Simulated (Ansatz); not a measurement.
The end point of a relaxation of GeS. Space group Pnma (No. 62), AFLOW prototype AB_oP8_62_c_c (B29, as in SnS). These are PBEsol (plane waves to 420 eV, PAW, scalar-relativistic; Ansatz, a quantum-chemistry and plane-wave program) values and carry that method's errors.

```cif
data_Ge4S4
_chemical_formula_sum 'Ge4 S4'
_space_group_name_H-M_alt 'Pnma'
_space_group_IT_number 62
_space_group_name_Hall '-P 2ac 2n'
_cell_length_a 10.29239
_cell_length_b 3.66240
_cell_length_c 4.15317
_cell_angle_alpha 90.000
_cell_angle_beta 90.000
_cell_angle_gamma 90.000
loop_
_atom_site_label
_atom_site_type_symbol
_atom_site_symmetry_multiplicity
_atom_site_Wyckoff_symbol
_atom_site_fract_x
_atom_site_fract_y
_atom_site_fract_z
_atom_site_occupancy
Ge1 Ge 4 c 0.38075 0.25000 0.37973 1
S1 S 4 c 0.14774 0.25000 0.49505 1
```

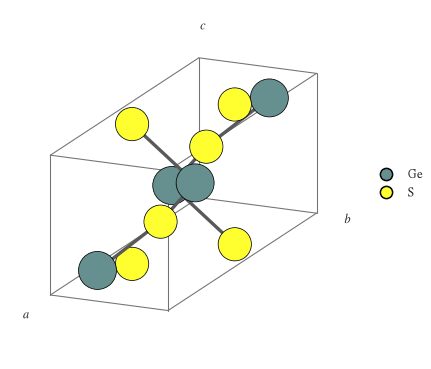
Fig. 1. The conventional cell of the relaxed structure

For GeS, the volume per atom is 19.57 Å³. The band gap is 0.84 eV, indirect (valence top at 67 % of the way from Γ to Z, conduction bottom at Γ) (no spin-orbit coupling), the smallest direct gap is 1.06 eV at Γ and the shortest distances is Ge–S 2.45 Å; Ge–Ge 3.22 Å; S–S 3.48 Å. The k-mesh comes out as 4×9×8.

Band energies at high-symmetry points (eV from the VBM; labels of this space group; no spin-orbit coupling), from −5 eV up to 2.1 eV:

```
point                                                                                               energies
-----  -----------------------------------------------------------------------------------------------------
Γ                               -4.95 -4.18 -3.86 -3.80 -3.79 -3.30 -2.48 -2.15 -1.75 -1.00 -0.92 -0.22 0.84
X                                    -4.98 -4.98 -3.61 -3.61 -3.36 -3.36 -2.36 -2.36 -2.06 -2.06 -0.50 -0.50
S                -3.50 -3.50 -3.50 -3.50 -2.60 -2.60 -2.60 -2.60 -1.49 -1.49 -1.49 -1.49 1.73 1.73 1.73 1.73
Y      -4.22 -4.22 -3.10 -3.10 -2.84 -2.84 -2.27 -2.27 -1.37 -1.37 -1.13 -1.13 1.28 1.28 1.59 1.59 2.00 2.00
Z                          -4.37 -4.37 -2.63 -2.63 -2.27 -2.27 -1.65 -1.65 -0.95 -0.95 -0.24 -0.24 1.53 1.53
U                          -3.29 -3.29 -3.01 -3.01 -2.62 -2.62 -2.28 -2.28 -0.70 -0.70 -0.25 -0.25 1.46 1.46
R                                                            -4.43 -4.43 -4.43 -4.43 -1.61 -1.61 -1.61 -1.61
T                                                            -4.18 -4.18 -3.71 -3.71 -2.51 -2.51 -1.60 -1.60
```

No spin polarisation in the result.

The run could not lose the symmetry of its start; a randomly shaken copy of 8 atoms returns to this structure.

The first start was generated by placing the elements on the sites of a structure type. A measured structure of GeS has the same space group, Pnma (No. 62); the sites were not compared with it.
